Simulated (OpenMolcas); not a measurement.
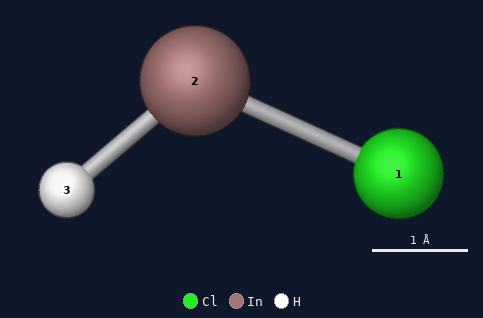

**Figure 1.** The structure (ball-and-stick view, seen on its broad side; atoms are numbered from 1 in the order of the input). Sticks mark near contacts.

Run report: InHCl, excited-state calculation (part 1 of 3)

- system: InHCl, multiplicity 2, SMILES [Cl][InH]
- method: FCI/STO-3G, ROHF (OpenMolcas 26.06)

The run did not end well. The geometry comes from this level: PBE0-D4/def2-TZVP.

### What the program printed
```
--- Start Module: gateway ---

                                              &GATEWAY

                       available to each process: 1.9 GB of memory, 1 thread

++    Symmetry information:
      ---------------------

                    Character Table for C1

                             E
                    a        1  x, y, xy, Rz, z, xz, Ry, yz, Rx, I
--

++    Basis set information:
      ----------------------

      Basis set label: CL.STO-3G.........

      Electronic valence basis set:
      ------------------
      Associated Effective Charge  17.000000 au
      Associated Actual Charge     17.000000 au
      Nuclear Model: Point charge

      Shell  nPrim  nBasis  Cartesian Spherical Contaminant
         s       9       3        X
         p       6       2        X

      Basis set label: IN.STO-3G.........

      Electronic valence basis set:
      ------------------
      Associated Effective Charge  49.000000 au
      Associated Actual Charge     49.000000 au
      Nuclear Model: Point charge

      Shell  nPrim  nBasis  Cartesian Spherical Contaminant
         s      15       5        X
         p      12       4        X
         d       6       2                 X

      Basis set label: H.STO-3G.........

      Electronic valence basis set:
      ------------------
      Associated Effective Charge   1.000000 au
      Associated Actual Charge      1.000000 au
      Nuclear Model: Point charge

      Shell  nPrim  nBasis  Cartesian Spherical Contaminant
         s       3       1        X
--

++    Molecular structure info:
      -------------------------

                    ************************************************
                    **** Cartesian Coordinates / bohr, angstrom ****
                    ************************************************

     Center  Label                x              y              z                     x              y              z
        1      CL1             -3.117670       0.749843      -1.639148             -1.649800       0.396800      -0.867400
        2      IN2              0.773843       1.024987       0.540651              0.409500       0.542400       0.286100
        3      H3               2.323229      -1.897096       1.073553              1.229400      -1.003900       0.568100

                    ***************************************
                    *    InterNuclear Distances / bohr    *
                    ***************************************

               1 CL1           2 IN2           3 H3
    1 CL1      0.000000
    2 IN2      4.468904        0.000000
    3 H3       6.630869        3.350098        0.000000

                    *******************************************
                    *    InterNuclear Distances / angstrom    *
                    *******************************************

               1 CL1           2 IN2           3 H3
    1 CL1      0.000000
    2 IN2      2.364842        0.000000
    3 H3       3.508905        1.772795        0.000000
--

            Nuclear Potential Energy            203.58938073 au

--- Stop Module: gateway /rc=_RC_ALL_IS_WELL_ ---
--- Module gateway spent 1 second ---

--- Start Module: seward ---

                                              &SEWARD

                       available to each process: 1.9 GB of memory, 1 thread

               SEWARD will generate:
                  Multipole Moment integrals up to order  2
                  Kinetic Energy integrals
                  Nuclear Attraction integrals (point charge)
                  One-Electron Hamiltonian integrals
                  Velocity integrals
                  Orbital angular momentum around ( -0.1177   0.9417   0.0390 )
                  Velocity quadrupole around ( -0.1177   0.9417   0.0390 )
                  RI decomposed two-electron repulsion integrals stored Cholesky style
                   - acCD auxiliary basis
                   - CD Threshold:   1.00E-04

                   Integrals are discarded if absolute value <: 1.00E-14
                   Integral cutoff threshold is set to       <: 1.00E-16

            Nuclear Potential Energy            203.58938073 au

      Basis set specifications :
      Symmetry species         a
      Basis functions           37

--- Stop Module: seward /rc=_RC_ALL_IS_WELL_ ---
--- Module seward spent 1 second ---

--- Start Module: rasscf ---

                                              &RASSCF

                       available to each process: 1.9 GB of memory, 1 thread

      Header of the ONEINT file:
      --------------------------

      OrdInt status: non-squared

      Cartesian coordinates in angstrom:
      -----------------------------------------------------
      No.  Label        X            Y            Z
      -----------------------------------------------------
       1   CL1       -1.64980000   0.39680000  -0.86740000
       2   IN2        0.40950000   0.54240000   0.28610000
       3   H3         1.22940000  -1.00390000   0.56810000
      -----------------------------------------------------
      Nuclear repulsion energy =  203.58938073

++    Wave function specifications:
      -----------------------------

      Number of closed shell electrons          46
      Number of electrons in active shells      21
      Max number of holes in RAS1 space          0
      Max nr of electrons in RAS3 space          0
      Number of inactive orbitals               23
      Number of active orbitals                 14
      Number of secondary orbitals               0
      Spin quantum number                      0.5
      State symmetry                             1
--

++    Orbital specifications:
      -----------------------

      Symmetry species                           1
                                                 a
      Frozen orbitals                            0
      Inactive orbitals                         23
      Active orbitals                           14
      RAS1 orbitals                              0
      RAS2 orbitals                             14
      RAS3 orbitals                              0
      Secondary orbitals                         0
      Deleted orbitals                           0
      Number of basis functions                 37
--

++    CI expansion specifications:
      ----------------------------

      Number of CSFs                        182182
      Number of determinants                364364
      Number of root(s) required                 3
      Root chosen for geometry opt.              3
      CI roots used                              1     2     3
      weights                                0.333 0.333 0.333
      highest root included in the CI            3
      max. size of the explicit Hamiltonian    200
--

++    Optimization specifications:
      ----------------------------

      RASSCF algorithm: LK RI/DF
      Maximum number of macro iterations       200
      Maximum number of SX iterations          100
      Threshold for RASSCF energy            1.000E-08
      Threshold for max MO rotation          1.000E-01
      Threshold for max BLB element          1.000E-04
      Level shift parameter                  5.000E-01
      Make Quasi-Newton update
--

      The MO-coefficients are taken from the file:
      step1.RasOrb
      Title: RASSCF canonical orbitals for CASPT2

      Total molecular charge    0.00

      ************************************************************************************************************************
      *                                            Wave function control section                                             *
      ************************************************************************************************************************

                                         CASCI only, no orbital optimization will be done.
                                         -------------------------------------------------

          iter iter root      energy       change     param      element    value   shift minimum  type update hh:mm:ss
 Nr of preliminary CI iterations:  15
        1   1    0    0 -6138.01092356    0.00E+00   0.00E+00   21  35 1 -8.28E-03*  0.00   0.00    SX    NO    0:03:51

      ************************************************************************************************************************
                                                      Wave function printout:
                       occupation of active orbitals, and spin coupling of open shells (u,d: Spin up or down)
      ************************************************************************************************************************

      Note: transformation to natural orbitals
      has been made, which may change the order of the CSFs.

      printout of CI-coefficients larger than  0.05 for root  1
      energy=   -6138.107177
      conf/sym  11111111111111     Coeff  Weight
             1  2222222222u000   0.97818 0.95683
           794  222222u2220200  -0.06001 0.00360

      printout of CI-coefficients larger than  0.05 for root  2
      energy=   -6138.004875
      conf/sym  11111111111111     Coeff  Weight
             5  22222222220u00   0.93108 0.86691
             6  222222222udu00   0.13295 0.01768
             8  2222222u22du00   0.05108 0.00261
            15  222222222uud00  -0.08739 0.00764
           786  222222u222du00   0.17096 0.02923
           790  222222u222ud00  -0.13181 0.01737
          1210  222222u22duu0d   0.05359 0.00287
          1212  222222ud22uu0d  -0.05547 0.00308

      printout of CI-coefficients larger than  0.05 for root  3
      energy=   -6137.920719
      conf/sym  11111111111111     Coeff  Weight
             1  2222222222u000   0.06084 0.00370
             2  222222222u2000  -0.76339 0.58276
             4  2222222u222000   0.34703 0.12043
            21  222222222u0200   0.15166 0.02300
            23  2222222u220200  -0.06890 0.00475
            41  222222222200u0   0.14617 0.02137
            42  222222222ud0u0   0.12579 0.01582
            91  222222222uu0d0   0.12903 0.01665
            95  2222222u2u20d0  -0.06021 0.00363
           211  2222222222000u   0.08966 0.00804
           212  222222222ud00u   0.12357 0.01527
           214  2222222u22d00u  -0.10294 0.01060
           386  222222222uu00d   0.06695 0.00448
           388  2222222u22u00d  -0.06097 0.00372
           785  222222u2222000  -0.21241 0.04512
           794  222222u2220200   0.05688 0.00324
           798  222222u22ud200   0.05910 0.00349
           995  222222u222d00u   0.14079 0.01982
          1205  222222u222u00d   0.08262 0.00683
          4019  222u2222222000  -0.16664 0.02777
          6175  2u222222222000   0.05256 0.00276

      Natural orbitals and occupation numbers for root  1
      sym 1:   1.999805   1.998738   1.999785   1.999443   1.999828   1.999866   1.959655   1.984838   1.994165   1.997553
               0.998084   0.018443   0.016045   0.033753

      Natural orbitals and occupation numbers for root  2
      sym 1:   1.999723   1.997262   1.999887   1.999832   1.999781   1.999263   1.907375   1.969679   1.996962   1.993983
               0.104031   1.000350   0.010300   0.021573

      Natural orbitals and occupation numbers for root  3
      sym 1:   1.999520   1.998745   1.999383   1.991287   1.999785   1.999844   1.985111   1.945880   1.992746   1.069590
               1.791457   0.089983   0.046616   0.090055

      ************************************************************************************************************************
      *                                                    Final results                                                     *
      ************************************************************************************************************************

++    Final optimization conditions:
      ------------------------------

      Average CI energy                           -6138.01092355
      RASSCF energy for state  3                  -6137.92071913
      Super-CI energy                                 0.00000000
      RASSCF energy change                            0.00000000
      Max change in MO coefficients               0.000E+00
      Max non-diagonal density matrix element     0.000E+00
      Maximum BLB matrix element                 -8.283E-03
      (orbital pair  21,  35 in symmetry   1)
      Norm of electronic gradient            2.279E-02
--

      Final state energy(ies):
      ------------------------

::    RASSCF root number  1 Total energy:  -6138.10717669
::    RASSCF root number  2 Total energy:  -6138.00487483
::    RASSCF root number  3 Total energy:  -6137.92071913

++    Molecular orbitals:
      -------------------

      Pseudonatural active orbitals and approximate occupation numbers

      Molecular orbitals for symmetry species 1: a

      Orbital                 1         2         3         4         5         6         7         8         9        10
      Energy             0.0000    0.0000    0.0000    0.0000    0.0000    0.0000    0.0000    0.0000    0.0000    0.0000
      Occ. No.           1.0000    1.0000    1.0000    1.0000    1.0000    1.0000    1.0000    1.0000    1.0000    1.0000
```
